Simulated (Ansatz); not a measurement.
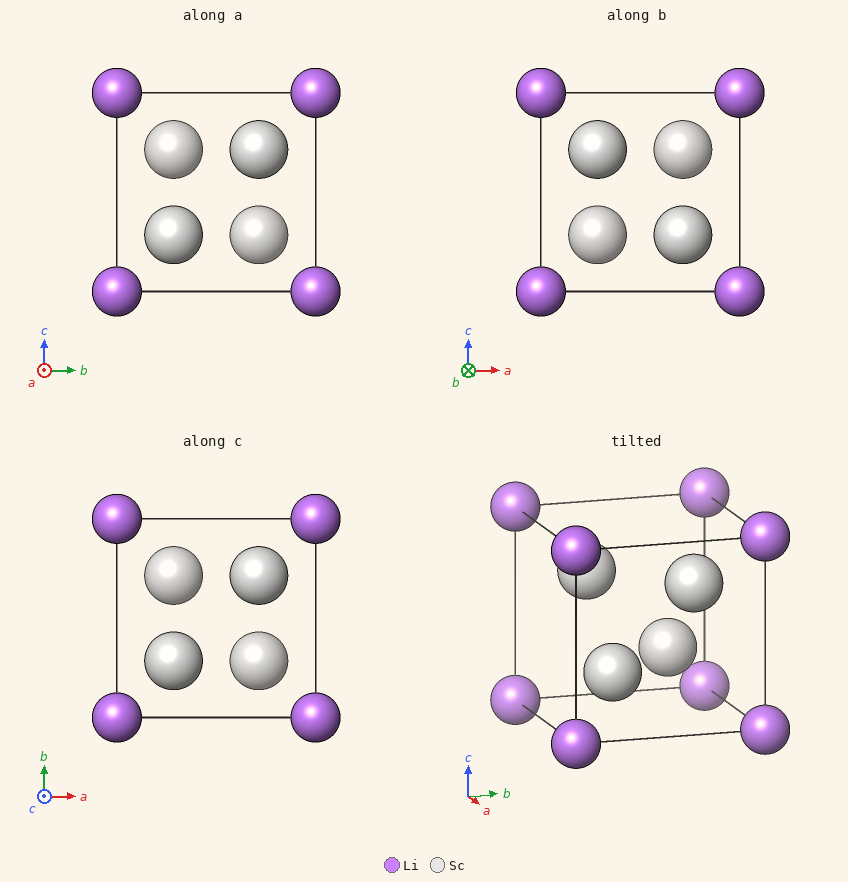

Spheres-only drawing of the structure, looking along the a axis, along the b axis, along the c axis and slightly off an axis. Atoms at the boundary of the conventional unit cell (the box) are drawn once for each face, edge or corner they touch.

Lattice parameters: a = 4.9442 Å, b = 4.9442 Å, c = 4.9442 Å, α = 90.000°, β = 90.000°, γ = 90.000°.

Question: Transcribe the picture into a CIF in P1 with every atom of the cell, with free fractional coordinates to two decimals.

Answer:
```cif
data_structure
_symmetry_space_group_name_H-M 'P 1'
_symmetry_Int_Tables_number 1
_cell_length_a 4.9442
_cell_length_b 4.9442
_cell_length_c 4.9442
_cell_angle_alpha 90.000
_cell_angle_beta 90.000
_cell_angle_gamma 90.000
_cell_volume 120.86
loop_
_atom_site_label
_atom_site_type_symbol
_atom_site_fract_x
_atom_site_fract_y
_atom_site_fract_z
_atom_site_occupancy
Li1 Li 0.00 0.00 0.00 1
Sc1 Sc 0.29 0.71 0.29 1
Sc2 Sc 0.71 0.29 0.29 1
Sc3 Sc 0.29 0.29 0.71 1
Sc4 Sc 0.71 0.71 0.71 1
```

The cell started as a structure type filled with these elements by a generator (whether the compound takes this form wasn't checked). Earlier steps of the study may have refined or changed the cell and positions. A calculation with Ansatz used it as input.
